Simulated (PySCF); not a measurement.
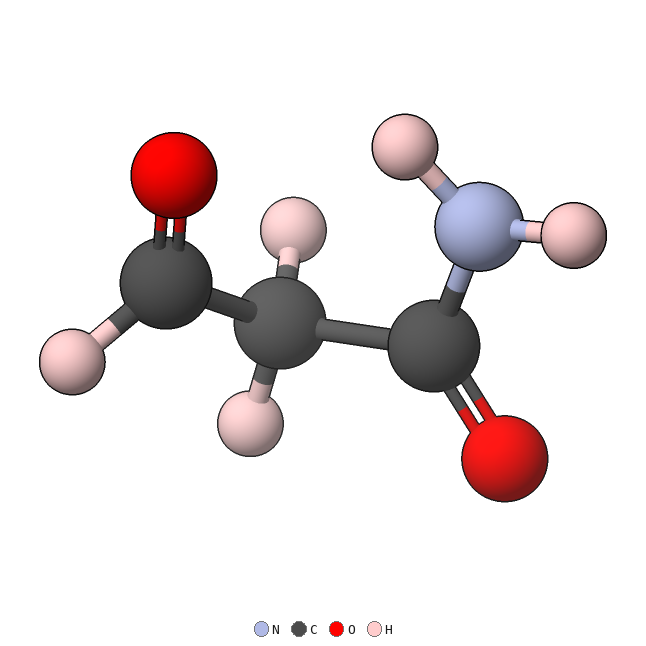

Rendered structure (ball-and-stick style). Multiple sticks mark multiple bonds (one Kekulé form).

The computed structure is the end point of a GFN2-xTB optimisation. No frequency run is at hand to confirm it as a minimum.

**Count the atoms of each element.**

C3H5NO2, 11 atoms: 3 carbon, 5 hydrogen, 1 nitrogen and 2 oxygen.

**Name some functional groups or characteristic bonds that it holds.**

Among them: aldehyde, amide.

**Count the bonded pairs by element.**

3 C–H, 2 C–O, 2 C–C, 2 N–H, 1 C–N.

**Describe its rings.**

It has no ring.

**Give a SMILES string for it.**

NC(=O)CC=O

More results for the same structure follow; atom numbers are the same in all pictures, views and colours differ.

### Geometry

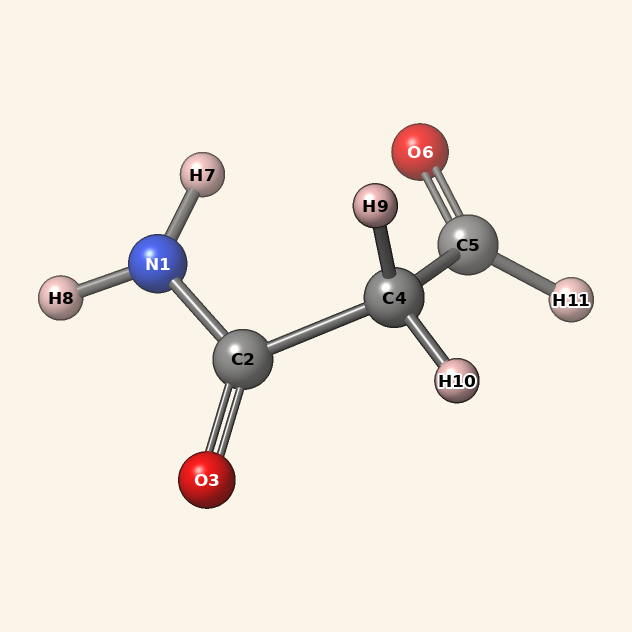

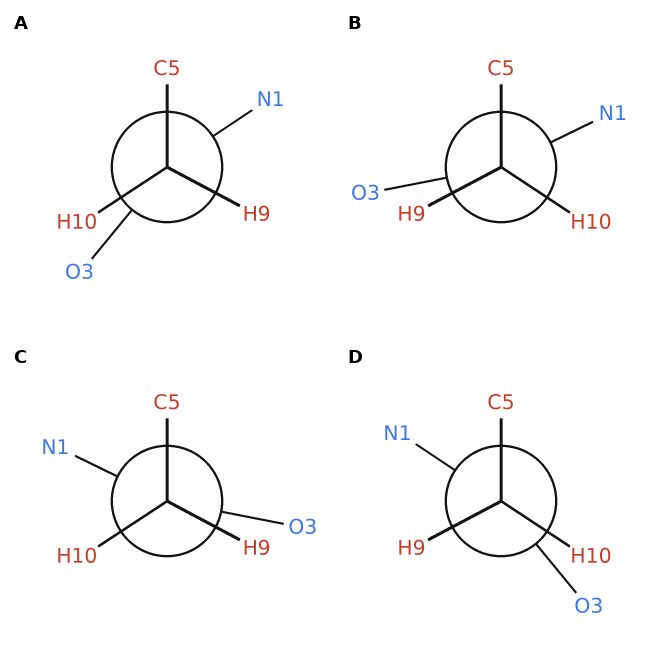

Atoms fade into the background with distance from the viewer. Bonds that would overlap in a projection are set slightly apart. No frequency run is at hand to confirm it as a minimum.

**Which Newman projection shows the view along C4–C2, with C4 in front?**

D. The torsion angle C5–C4–C2–O3 is 126°, anticlinal.

### Excitation

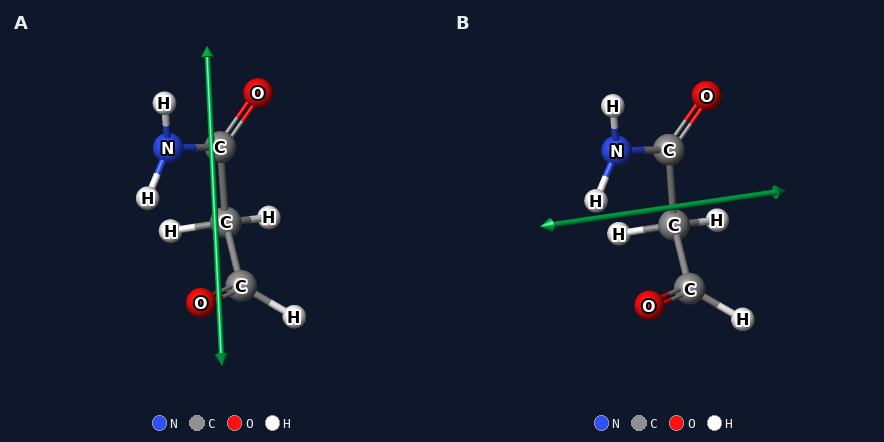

The double arrows show the directions of two transition dipoles from the ground state (lengths mean nothing). No frequency run is at hand to confirm it as a minimum. Level of theory: TDDFT PBE0/def2-SVPD, vertical, gas phase, core orbitals frozen in the response (PySCF 2.14.0).

**One belongs to singlet state 2 and one to singlet state 7. Which is which?**

A: state 2, 5.08 eV (244 nm), oscillator strength 0.036, mainly HOMO → LUMO (weight 0.57).
B: state 7, 7.58 eV (163 nm), oscillator strength 0.060, of mixed character, with the largest part HOMO−2 → LUMO+1 (weight 0.37).

### Core levels

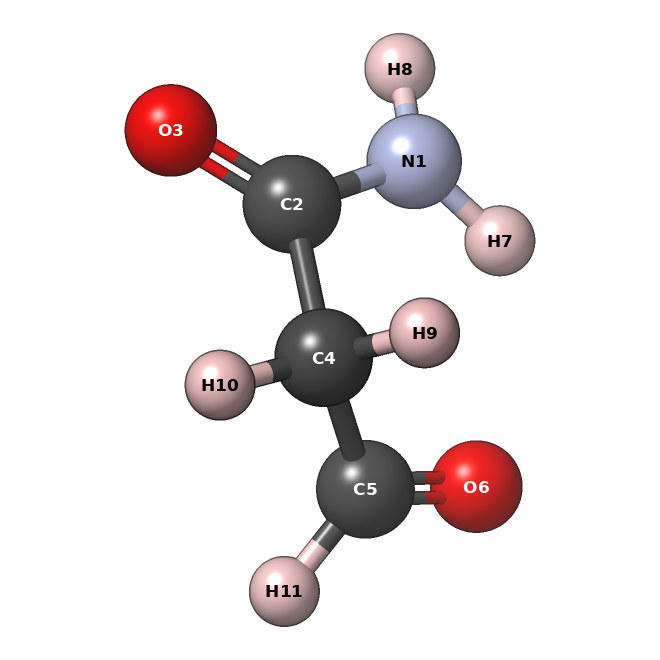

No frequency run is at hand to confirm it as a minimum. Properties computed with delta-SCF UKS SCAN, pcX-2 on the ionised atom, pcseg-1 elsewhere, spin-free X2C (PySCF 2.14.0).

Give the core-electron binding energies (to vacuum) of N1 1s, C2 1s, O3 1s, C4 1s, C5 1s, O6 1s.

| atom | level | binding energy (eV) |
| --- | --- | --- |
| N1 | 1s | 406.1 |
| C2 | 1s | 294.2 |
| O3 | 1s | 537.3 |
| C4 | 1s | 291.6 |
| C5 | 1s | 293.8 |
| O6 | 1s | 538.4 |

### Polarisability

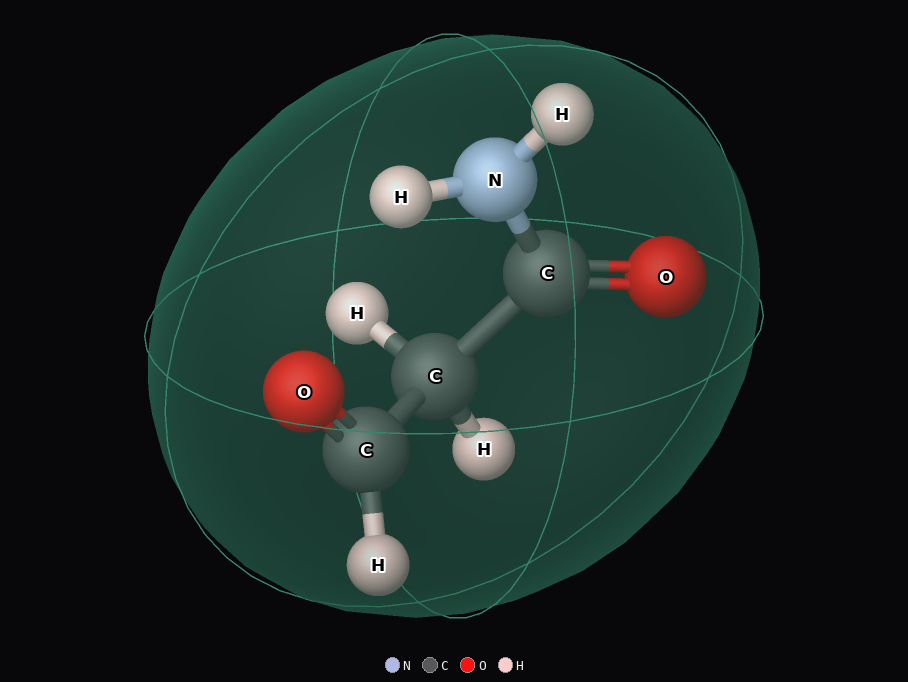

The ellipsoid shows the static dipole polarisability: its half-axes are proportional to the principal values. No frequency run is at hand to confirm it as a minimum. Method: PBE0/def2-SVPD (PySCF 2.14.0).

**Give the principal values, the mean and the anisotropy.**

Principal values 38.9, 54.7, 59.8 bohr³; mean 51.1 bohr³ (7.58 Å³); anisotropy 18.9 bohr³, so the longest axis is 1.54 times the shortest.
